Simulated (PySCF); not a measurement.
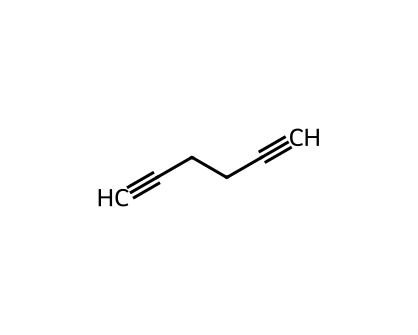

Structural formula above. The computed structure is the end point of a PBE0-D3(BJ)/def2-SVP optimisation. No frequency run is at hand to confirm it as a minimum.

Describe the 3D structure.

Formula C6H6. Its SMILES string is `C#CCCC#C`. It has no ring. Among its groups: alkyne. The point group is C2h. Coordination: 4 C linear; 2 C tetrahedral.

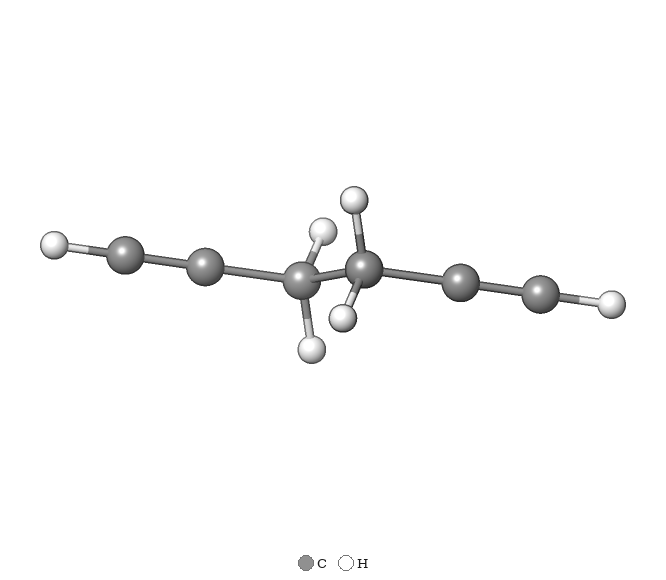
